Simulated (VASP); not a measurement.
Band structure of Eu (bcc). These are RPBE GGA, VASP's PBE PAW potentials (set 64) (plane waves; VASP 6.6.1) values and carry that method's errors.

The 4f electrons are frozen in the core of the lanthanide potential, so 4f levels, which can set the real gap, and their magnetism are missing.

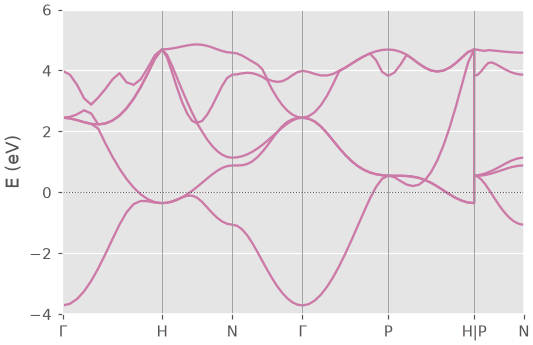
Figure. Bands along high-symmetry lines, zero at the valence-band maximum or, without a gap, the Fermi level

Q: Read the plot: is there a gap, and where are the band edges?

A: It has no gap at this level: it comes out as a metal or semimetal. (Edges off the drawn lines would not show.)

The compound is Eu in the bcc structure. It was relaxed first.
